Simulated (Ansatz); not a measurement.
Convergence study of the plane-wave cutoff for ZrSc (P3m1, 2 atoms in the cell)

```
ZrSc
1.0
    3.29926     0.00000     0.00000
   -1.64963     2.85725     0.00000
    0.00000     0.00000     5.18079
Zr Sc
1 1
Direct
  0.66667   0.33333   0.00965
  0.00000   0.00000   0.50000
```

Method of the run: LDA (PW92), default PAW files made with PBE (plane waves; Ansatz, a quantum-chemistry and plane-wave program).

Base settings: basis.ecutwfc = 420 eV; kpoints.mp_grid.grid = 11 11 7; hamiltonian.xc = lda; hamiltonian.pseudopotentials = {kind: paw} (the program's default PAW files); scf.occupations.method = fermi_dirac; scf.occupations.width = 0.1 eV.

The second cell is the first with its lattice scaled by 0.98.

The mesh stays at the base's, so the ladder's end is converged at best in this setting alone.

The first pressure column holds Ansatz's estimate of the finite-basis (Pulay) stress, which hides part of the cutoff error; the other is without it.

Only quantities that move along the ladder and can be compared are tabulated.

The count of work is k-points × plane waves × bands × iterations; it is no time. 

The starting cell comes from a database of computed structures (which also holds hypothetical and non-ambient phases and stackings), without a prior relaxation at this level. Its lattice was rescaled by up to half a per cent. One atom was moved a little off its site on purpose. In the base run, with a pressure of about -7 GPa the cell is away from its equilibrium volume at this level.

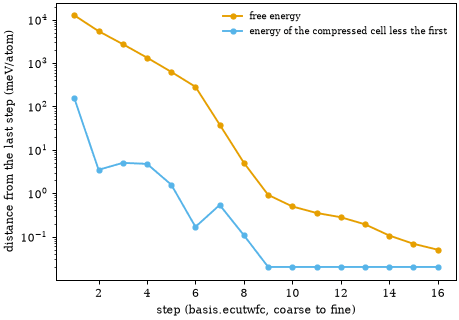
Distance from the last step along the ladder; very small values are drawn at a floor.

| basis.ecutwfc | free energy less the last step's (meV/atom) | energy of the compressed cell less the first (meV/atom) | pressure (GPa) | pressure without the Pulay estimate (GPa) | largest difference of a force vector from the last step's (eV/Å) | count of work / last |
|---|---|---|---|---|---|---|
| 145 eV | 12526.25 | 105.33 | -4.56 | -261.65 | 0.132 | 0.071 |
| 170 eV | 5421.26 | -44.09 | -5.89 | -144.01 | 0.167 | 0.090 |
| 190 eV | 2720.45 | -52.57 | -8.25 | -87.11 | 0.012 | 0.096 |
| 210 eV | 1330.25 | -42.82 | -7.29 | -52.19 | 0.023 | 0.10 |
| 230 eV | 625.30 | -45.99 | -7.28 | -31.55 | 0.002 | 0.11 |
| 250 eV | 283.13 | -47.73 | -7.15 | -19.88 | 0.002 | 0.12 |
| 295 eV | 38.01 | -47.02 | -7.09 | -9.48 | 0.001 | 0.16 |
| 335 eV | 5.01 | -47.45 | -7.15 | -7.52 | 0.000 | 0.19 |
| 380 eV | 0.91 | -47.55 | -7.15 | -7.19 | 0.000 | 0.23 |
| 420 eV | 0.50 | -47.54 | -7.15 | -7.16 | 0.000 | 0.27 |
| 460 eV | 0.35 | -47.55 | -7.15 | -7.16 | 0.000 | 0.30 |
| 505 eV | 0.28 | -47.56 | -7.15 | -7.16 | 0.000 | 0.35 |
| 565 eV | 0.19 | -47.56 | -7.15 | -7.16 | 0.000 | 0.41 |
| 630 eV | 0.11 | -47.56 | -7.15 | -7.16 | 0.000 | 0.50 |
| 735 eV | 0.07 | -47.56 | -7.15 | -7.16 | 0.000 | 0.63 |
| 840 eV | 0.03 | -47.56 | -7.15 | -7.16 | 0.000 | 0.75 |
| 1010 eV | 0.00 | -47.56 | -7.15 | -7.15 | 0.000 | 1.0 |

Coarsest basis.ecutwfc that holds the energy of the compressed cell less the first within 0.2 meV/atom of the last step, with all finer ones: 335 eV, at 0.19 of the last step's count of work; the step before is off by 0.54 meV/atom.

Coarsest basis.ecutwfc that holds the pressure within 0.2 GPa of the last step, with all finer ones: 210 eV, at 0.10 of the last step's count of work; the step before is off by 1.1 GPa.

Coarsest basis.ecutwfc that holds the forces within 0.01 eV/Å of the last step, with all finer ones: 230 eV, at 0.11 of the last step's count of work; the step before is off by 0.023 eV/Å.

The energy difference between the two cells stays within 1 meV/atom of the last step's from 250 eV on, the total only from 380 eV on: much of the error is common to both cells and cancels.

At the lowest cutoff the pressure without the Pulay estimate lies 254 GPa under the last step's, the usual sign of Pulay stress in an incomplete plane-wave basis.

Keys are those of Ansatz 0.2.
